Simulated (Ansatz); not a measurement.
CH$_{4}$OSn: single-point calculation

The run: single-point calculation of CH$_{4}$OSn. Method and program: RKS PBE-D4/def2-TZVPP (Ansatz 0.2.0).

The geometry comes from this level: PBE0-D4/def2-TZVP.

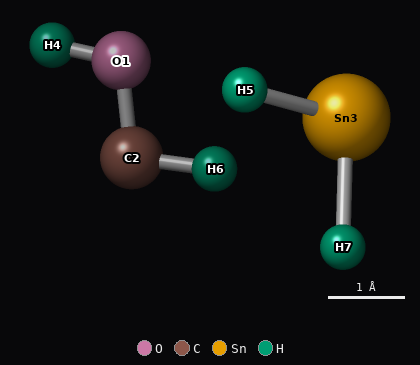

Figure 1. The input geometry (ball-and-stick view, seen at a tilt; atoms are numbered from 1 in the order of the input). Sticks mark near contacts.

Key numbers:

| quantity | value |
| --- | --- |
| outcome | converged |
| total energy | −8974.2152 eV |
| mean-field energy | −8974.0993 eV |
| dispersion energy | −0.1159 eV |
| SCF solution under orbital rotations | stable |
| hardware | 2 threads of Intel Xeon @ 2.50GHz, 11 GiB of memory available, shared host |
| wall time | 2.3 s (CPU time 4 s) |
| peak memory | 0.18 GiB |

Input file:
```yaml
crystal:
  periodic: [false, false, false]
  atoms:
    - {symbol: O, position_ang: [-0.832095, -1.497441, 0.125032]}
    - {symbol: C, position_ang: [-0.168425, -0.910424, 1.059421]}
    - {symbol: Sn, position_ang: [1.018590, 1.117334, -1.243348]}
    - {symbol: H, position_ang: [-1.494214, -2.079593, 0.528547]}
    - {symbol: H, position_ang: [-0.673986, 1.550944, -0.934527]}
    - {symbol: H, position_ang: [0.590258, -0.262788, 0.500719]}
    - {symbol: H, position_ang: [1.548957, 2.174887, 0.077044]}
basis:
  gaussian: {orbitals: def2-TZVPP}
hamiltonian: {xc: pbe, dispersion: d4}
```

Run as:
```bash
ansatz run in.yaml --threads 2 --pin off --events-out ev --progress --plain --max-ram 4352MiB
```

What the program printed:
```
Functional definition: PBE
  name "PBE"
  cite "Perdew, Burke & Ernzerhof, Phys. Rev. Lett. 77, 3865 (1996) doi:10.1103/PhysRevLett.77.3865"
  parent pbe
  parameter kappa = 0.804
  parameter beta = 0.06672455060314922
  exchange = pbe_x(kappa = kappa, mu = beta*pi^2/3)
  correlation = pbe_c(beta = beta)
955 factors; their error is unknown
mean field evaluation 1: about -8969.7575 eV, gradient 4.5e1 eV
mean field evaluation 2: about -8942.9153 eV, gradient 9.8e1 eV
mean field evaluation 4: about -8973.4283 eV, gradient 1.2e1 eV
mean field evaluation 8: about -8974.1139 eV, gradient 2.8e-1 eV
mean field evaluation 16: about -8974.0993 eV, gradient 3.2e-4 eV
mean field -8974.09930001 eV, -329.7920664125 hartree, gradient 5.5e-5 eV, S^2 0.000000; 0 other end points of the search recorded, 0 dependent functions left out
reference -8974.09934618 eV, -329.7920681089 hartree; 20, 20 occupied and 148, 148 virtual orbitals, 955 factors
Total energy: -8974.21521768 eV, -329.7963263081 hartree
```
